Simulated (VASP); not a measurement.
Band structure of Ni3Ge (space group Pm-3m). Method: LDA (Ceperley-Alder, Perdew-Zunger), VASP's LDA PAW potentials (set 64) (plane waves; VASP 6.6.1).

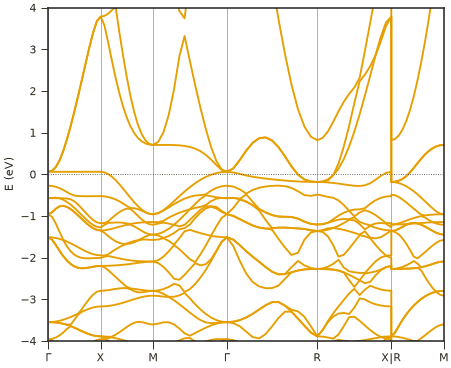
Figure: Bands along high-symmetry lines, zero at the valence-band maximum or, without a gap, the Fermi level

Read the plot: is there a gap, and where are the band edges?

It has no gap at this level: it comes out as a metal or semimetal. (Edges off the drawn lines would not show.)

The structure comes from a computed database's Ni3Ge entry (Pm-3m); how it stands against other phases isn't given here. It was relaxed first. The run is not spin-polarised, so no magnetic state was tried.
